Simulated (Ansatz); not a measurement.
# Ir(111) with 4 thermally displaced layers, 2x2: scattering by thermal displacements

How much do lattice vibrations at 180 K scatter the electrons of Ir? Layers with random displacements are laid between perfect leads, and the resistance is followed against their length.

Calculated with Ansatz 0.2.0; Ansatz plane-wave DFT, PBE, PAW files; ballistic transport by layer matching (Landauer), zero bias; PAW set soft_1.

### 1. Starting point

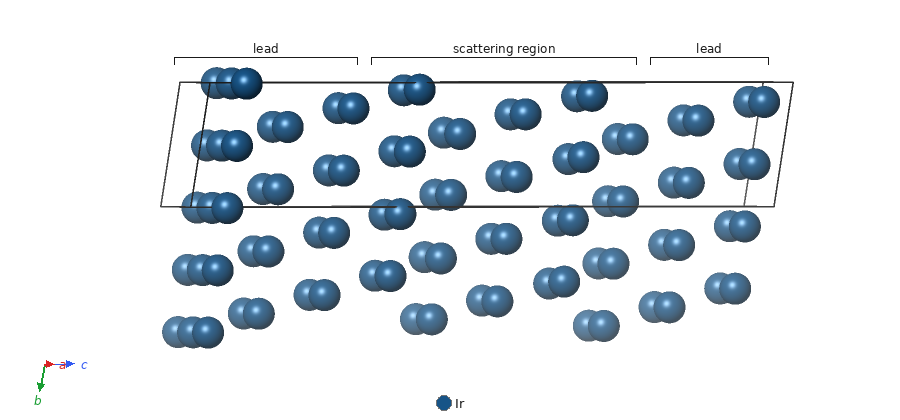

Start, viewed from the side, with the c axis across the page; iridium blue. 1×2×1 cells are drawn. Some periodic images of atoms are drawn too.

The cell holds 40 atoms: 40 Ir. Cell: a = 5.430 Å, b = 5.430 Å, c = 22.222 Å, α = 93.5°, β = 86.5°, γ = 120.0°. It derives from Ir. Regions: lead, 24 atoms (24 Ir); scattering region, 16 atoms (16 Ir). The structure is stacked along c, and the current runs across the ab planes.

### 2. With 4 displaced layers

Each atom of 4 layers is moved at random, by amounts drawn from a normal law 0.0297 Å wide in each direction from the Debye model (420 K) at 180 K. The layers about the cell's end stay perfect and serve as the lead. Disorder leaves little or no symmetry, which makes such runs dear. Energies from -0.05 to 0.05 eV in steps of 0.05 eV are too few for the program's thermal sum, so it prints no conductance; for a metal the transmission near the Fermi level serves, at a fraction of the cost.

The input, input.yaml:

```yaml
crystal:
  lattice:
    - [5.4297315514, 0.0, 0.0]
    - [-2.7148657757, 4.7022854592, 0.0]
    - [1.3574328878, -0.7837142432, 22.1667862353]
  atoms:
    - { symbol: Ir, position: [0.9916666667, 0.0083333333, 0.05] }
    - { symbol: Ir, position: [0.9916666667, 0.5083333333, 0.05] }
    - { symbol: Ir, position: [0.4916666667, 0.0083333333, 0.05] }
    - { symbol: Ir, position: [0.4916666667, 0.5083333333, 0.05] }
    - { symbol: Ir, position: [0.1416666667, 0.3583333333, 0.15] }
    - { symbol: Ir, position: [0.1416666667, 0.8583333333, 0.15] }
    - { symbol: Ir, position: [0.6416666667, 0.3583333333, 0.15] }
    - { symbol: Ir, position: [0.6416666667, 0.8583333333, 0.15] }
    - { symbol: Ir, position: [0.2916666667, 0.2083333333, 0.25] }
    - { symbol: Ir, position: [0.2916666667, 0.7083333333, 0.25] }
    - { symbol: Ir, position: [0.7916666667, 0.2083333333, 0.25] }
    - { symbol: Ir, position: [0.7916666667, 0.7083333333, 0.25] }
    - { symbol: Ir, position: [0.9417942987, 0.0576413874, 0.3508587756] }
    - { symbol: Ir, position: [0.9404670546, 0.5550280172, 0.3504848814] }
    - { symbol: Ir, position: [0.4519559721, 0.0641628422, 0.3490563253] }
    - { symbol: Ir, position: [0.4327600392, 0.5544026611, 0.3500554161] }
    - { symbol: Ir, position: [0.078525419, 0.4066718334, 0.448329294] }
    - { symbol: Ir, position: [0.0860084111, 0.9048222156, 0.4495758569] }
    - { symbol: Ir, position: [0.5972438506, 0.4148946523, 0.4498276413] }
    - { symbol: Ir, position: [0.5969662404, 0.9042069943, 0.4504713579] }
    - { symbol: Ir, position: [0.2470759401, 0.2587614477, 0.5490030037] }
    - { symbol: Ir, position: [0.2351248389, 0.7554891204, 0.550295271] }
    - { symbol: Ir, position: [0.7355140559, 0.2569754851, 0.549786487] }
    - { symbol: Ir, position: [0.7452265177, 0.7597696821, 0.5504765375] }
    - { symbol: Ir, position: [0.8875024642, 0.1076892181, 0.651051273] }
    - { symbol: Ir, position: [0.8955245041, 0.6007127453, 0.6520300982] }
    - { symbol: Ir, position: [0.4014448923, 0.113331345, 0.6503546221] }
    - { symbol: Ir, position: [0.3941183193, 0.6179880292, 0.6526286111] }
    - { symbol: Ir, position: [0.0416666667, 0.4583333333, 0.75] }
    - { symbol: Ir, position: [0.0416666667, 0.9583333333, 0.75] }
    - { symbol: Ir, position: [0.5416666667, 0.4583333333, 0.75] }
    - { symbol: Ir, position: [0.5416666667, 0.9583333333, 0.75] }
    - { symbol: Ir, position: [0.1916666667, 0.3083333333, 0.85] }
    - { symbol: Ir, position: [0.1916666667, 0.8083333333, 0.85] }
    - { symbol: Ir, position: [0.6916666667, 0.3083333333, 0.85] }
    - { symbol: Ir, position: [0.6916666667, 0.8083333333, 0.85] }
    - { symbol: Ir, position: [0.8416666667, 0.1583333333, 0.95] }
    - { symbol: Ir, position: [0.8416666667, 0.6583333333, 0.95] }
    - { symbol: Ir, position: [0.3416666667, 0.1583333333, 0.95] }
    - { symbol: Ir, position: [0.3416666667, 0.6583333333, 0.95] }
kpoints:
  mp_grid: { grid: [5, 5, 1] }
hamiltonian:
  xc: pbe
  pseudopotentials: { kind: paw, azcp: { folder: soft_1 } }
scf:
  occupations: { method: fermi_dirac, width: 0.1 }
output:
  transmission:
    leads: [[0, 4]]
    kmesh: [10, 10]
    e_range: [-0.05, 0.05]
    de: 0.05
  write_potential: true
  write_density: true
  volumetric_format: npy
  elf: true
```

Command:

```
ansatz run input.yaml --threads 4 --pin off --max-ram 15360MiB --backend cpu --events-out ev --progress --plain --runs-dir out
```

Numbers of over 12 decimals in the logs are rounded to 6 here.

The log of the run:

```text
Engine: ansatz 0.2.0, x86_64-unknown-linux-gnu
Pseudopotentials: kind: paw
Pseudopotential: Ir, paw, valence charge 17, recommended cutoff 420 eV (normal), soft_1/Ir.paw.azcp
Functional definition: PBE
  parameter kappa = 0.804
  parameter beta = 0.066725
  exchange = pbe_x(kappa = kappa, mu = beta*pi^2/3)
  correlation = pbe_c(beta = beta)
Crystal: 40 atoms, lattice volume = 565.966 Å³
Basis set: ecut = 420 eV, 11009 PW (Γ)
Bands: 408, of which v1, the nominal top of the filled ones, is band 340 counted from 1 (339 counted from 0)
Symmetry: 1 space group operations
Space group: P1 (ITA 1), of the structure as read, at distance tolerance 8.3e-5 Å
k-points: 13 of 25 (time reversal used)
Non-local potential: Ir, projectors of the file, l = 0: 3, l = 1: 2, l = 2: 2, l = 3: 1
PAW form: soft (Blöchl's): semilocal exchange-correlation on the pseudo side does not see the compensation charge
PAW one-centre angular grid: Ir, 590 points (default); XC on 64 Gauss nodes
Initial density: superposition of atomic densities (chi_scale 0.1, normalization cell)
Initial wavefunctions: pseudopotential atomic-orbital guess
Functional: x = pbe(κ = 0.804, μ = 0.219515), c = pbe(β = 0.066725)
SCF iter   1: F=—  HF=-477476.520562 eV  |F-HF|=—  |Δ(HF+E_count)|=         —  Δρ=4.94e-2  dr2=9.80e0  ethr=3.10e-3  ⟨swp⟩=5.0  Hψ=17027  notcnv=0  defer=43
preconditioner: auto → Kerker (q_TF=auto, 2.813 Å⁻¹)  [metal: Δε(μ)=0.015 eV  Ē_g=7.087 eV  σ=0.100 eV  W_gap=0.04  n_scr=228 (ndim 8)  ℏωp=29.6 eV  f_vac=0.000  D(μ)=32.77/eV (n_scr^D=320)]
SCF iter   2: F=—  HF=-477474.255036 eV  |F-HF|=—  |Δ(HF+E_count)|=    2.27e0  Δρ=2.71e-2  dr2=2.87e0  ethr=1.44e-3  ⟨swp⟩=2.0  Hψ=6424  notcnv=0  defer=254
SCF iter   3: F=—  HF=-477473.435915 eV  |F-HF|=—  |Δ(HF+E_count)|=   8.19e-1  Δρ=3.19e-3  dr2=2.07e-2  ethr=4.21e-4  ⟨swp⟩=2.0  Hψ=7927  notcnv=0  defer=254
SCF iter   4: F=—  HF=-477473.442878 eV  |F-HF|=—  |Δ(HF+E_count)|=   6.96e-3  Δρ=5.56e-4  dr2=1.82e-3  ethr=3.04e-6  ⟨swp⟩=2.1  Hψ=8385  notcnv=0  defer=254
SCF iter   5: F=—  HF=-477473.442531 eV  |F-HF|=—  |Δ(HF+E_count)|=   3.47e-4  Δρ=9.09e-5  dr2=3.54e-5  ethr=2.67e-7  ⟨swp⟩=2.2  Hψ=7624  notcnv=0  defer=254
SCF iter   6: F=—  HF=-477473.443318 eV  |F-HF|=—  |Δ(HF+E_count)|=   7.87e-4  Δρ=1.87e-5  dr2=4.60e-6  ethr=5.20e-9  ⟨swp⟩=2.6  Hψ=7769  notcnv=0  defer=254
SCF iter   7: F=—  HF=-477473.443318 eV  |F-HF|=—  |Δ(HF+E_count)|=   1.69e-7  Δρ=2.84e-6  dr2=4.00e-7  ethr=6.76e-10  ⟨swp⟩=1.0  Hψ=5048  notcnv=0  defer=254
SCF iter   8: F=-477473.443318 eV  HF=-477473.443318 eV  |F-HF|=1.82e-8  |Δ(HF+E_count)|=   3.67e-9  Δρ=9.80e-7  dr2=2.11e-8  ethr=1.47e-11  ⟨swp⟩=7.0  Hψ=12599  notcnv=0
SCF 1 converged in 8 iterations: F = -477473.443318 eV  dr2 = 2.11e-8
  greatest PAW one-centre occupation: 1.000 electrons in one spin orbital (limit 2), on the Ir atom at site 13 (counted from 0), in its partial waves of l = 0
transmission: 210 of 2080 steps passed
transmission: 416 of 2080 steps passed
[...]
transmission: 2080 of 2080 steps passed
SCF converged after 8 iterations
Free energy (F): -477473.443318 eV
Harris-Foulkes:  -477473.443318 eV  (|F-HF|=1.82e-8)
Internal energy: -477472.280776 eV  (E = F + TS)
E sigma→0 (E₀):  -477472.862047 eV
Entropy (-TS):   -1.162542 eV (-29.064 meV/atom)
Fermi energy:    25.824817 eV
--- Per-component energies (eV) ---
  E_band       = -3318.935813
  E_kinetic    = 21621.566289
  E_local      = -43965.753117  (includes V_loc(G=0)·N_el)
  E_nonlocal   = 7595.677424
  E_hartree    = 16468.194245
  E_xc         = -9223.703922
  E_vxc        = -10286.931941  (∫ρ·V_xc dr)
  E_paw        = -370606.940030  (= ΣΔE_a)
  E_vpaw       = -11219.906234  (= ΣTr[D̂ρ^β])
  E_aug_tail   = 0.013764  (compensation charges beyond the density's cutoff)
  E_ewald      = -99361.335428
  E_smearing   = -1.162542  (= −TS)
  E_closure    = 0.000000  (closes the sum)
  Σ components = -477473.443318   (vs F -477473.443318, Δ=0.00e0)
--- Band table (eV; the first three rows and the last of 13) ---
  k-point 0: bands = [... 336 lower, 26.6753, 26.6944, 26.6992, 26.7034, 26.7059, 26.7098, 26.7117, 26.7142, ... 64 higher]
  k-point 1: bands = [... 336 lower, 26.1040, 26.1211, 26.1356, 26.1554, 26.1799, 26.2286, 26.2495, 26.2732, ... 64 higher]
  k-point 2: bands = [... 336 lower, 25.1335, 25.1700, 25.2105, 25.3426, 25.3639, 25.3790, 25.4923, 25.5084, ... 64 higher]
  k-point 12: bands = [... 336 lower, 25.7376, 25.7903, 25.8252, 25.8467, 25.8602, 25.8796, 25.9030, 25.9335, ... 64 higher]
--- Transmission ---
  basis      : 223 plane waves across, 40 finite elements along
  points     : 52, standing for a mesh of 10 x 10
  energies   : 3 from -0.050000 to 0.050000 eV about the Fermi level, 0.050000 eV apart; the leads are filled to 0.000000 eV, and channels, transmission and decay are at 0.000000 eV
  crystal 0  : Ir4, at the sites [0, 4], period 2.2167 Å, over 13.30 Å; its Hamiltonian steps by up to 4.1 meV
    offset         : up to 0.0000 Å between an atom of the period and one for which it stands
    channels       : 5.780000e0 a spin
    conductance    : none, the energies end too early or step too widely for 300 K: set another output.transmission.e_range or a lower de, or, where they end at an eighth of basis.ecutwfc, a higher one
  junction   : crystal 0 to crystal 0, 0.70 to 20.65 Å
    transmission   : 5.616421e0 a spin
    conductance    : none, the energies end too early or step too widely for 300 K: set another output.transmission.e_range or a lower de, or, where they end at an eighth of basis.ecutwfc, a higher one
```

Wall time 4.4 min (4 threads of Intel Xeon Platinum 8375C at 2.90GHz (Ice Lake), shared host); peak memory 5.2 GiB; 16 min of CPU time.

Reading the cycles: dr2 is the Hartree energy of the density residual (eV), the measure of convergence; HF is the Harris–Foulkes estimate of the energy, which meets the free energy F at convergence.

This step gave:

```
free energy                                    : -477473.4433 eV
energy at zero smearing                        : -477472.8620 eV
Fermi energy                                   : 25.82 eV
cell area                                      : 25.53 Å²
transmission per spin nearest the Fermi level  : 5.616
open channels per spin nearest the Fermi level : 5.78
step of the lead's potential                   : 4.1 meV
```

Per spin. The transmission, zone mean by energy, zero at the Fermi level:

```csv
energy (eV),"transmission, zone mean"
-0.0500,5.74
0.0000,5.62
0.0500,5.90
```

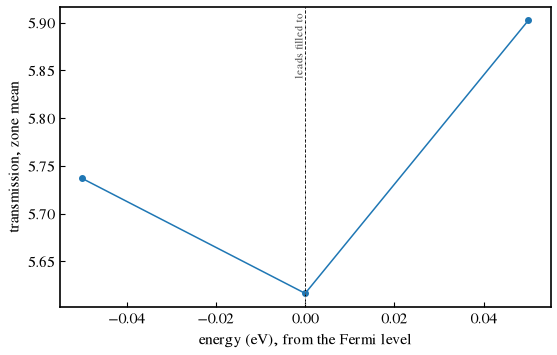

Transmission, zone mean against energy.

Per spin. The open channels, zone mean, lead by energy, zero at the Fermi level:

```csv
energy (eV),"open channels, zone mean, lead"
-0.0500,5.9
0.0000,5.78
0.0500,6.14
```

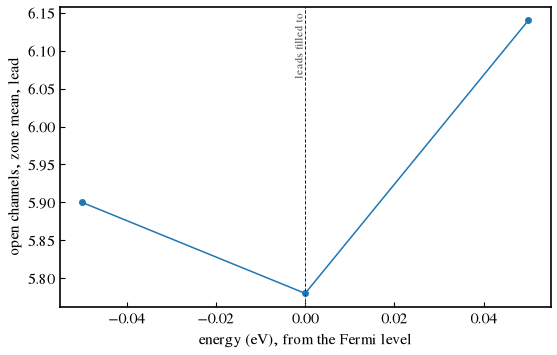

Open channels, zone mean, lead, plotted against energy.

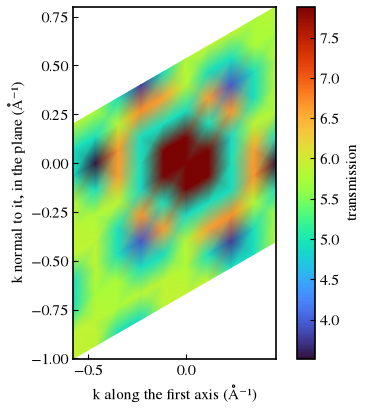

Transmission over k1 and k2. At 0.0000 eV from the Fermi level.

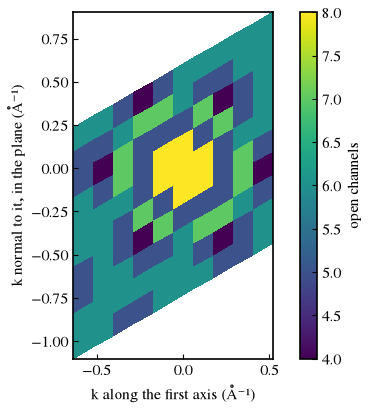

Open channels over k1 and k2. At 0.0000 eV from the Fermi level.

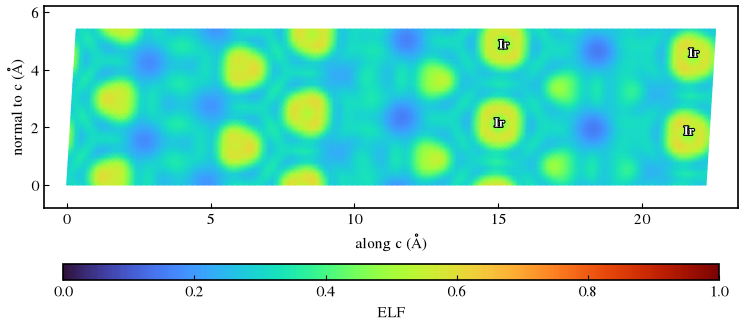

ELF in the ca plane at fractional y = 0.618, with atoms of Ir within 0.2 Å of it. It is the smooth field of the valence electrons, not physical close to the nuclei.

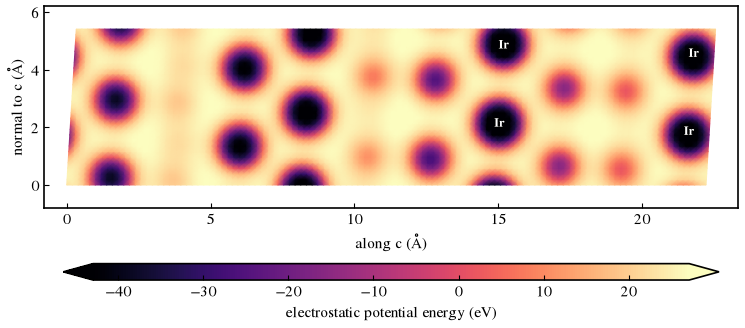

Electrostatic potential energy in the ca plane at fractional y = 0.618, with atoms of Ir within 0.2 Å of it. With pseudopotentials it is smooth inside the atoms' cores, unlike the true potential.

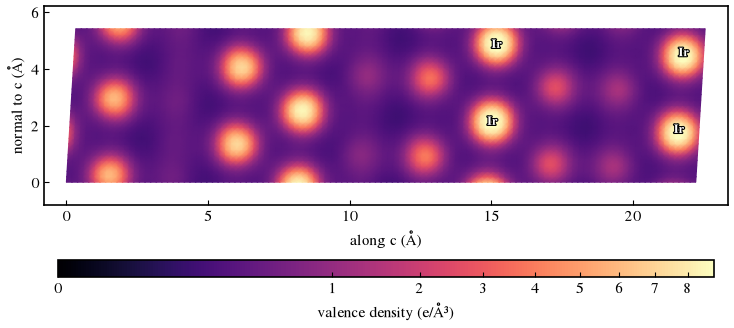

Valence density in the ca plane at fractional y = 0.618, with atoms of Ir within 0.2 Å of it. It is the smooth field of the valence electrons, not physical close to the nuclei. The colour scale is stretched toward low values.

Over the solved energies the transmission per spin lies between 5.62 and 5.90, out of 5.94 channels of the lead on average (up to 6.14).

(Continued in part 2 of 2.)

[Logs are printed without paths, hosts, clocks, repeated set-up lines and the standing remarks that a program may print on its own settings, such as how far it seeks lower states.]

[Hosts, paths, dates, database ids (printed as entryN), source tags and the programs' standing remarks are cut or masked in the printed files.]
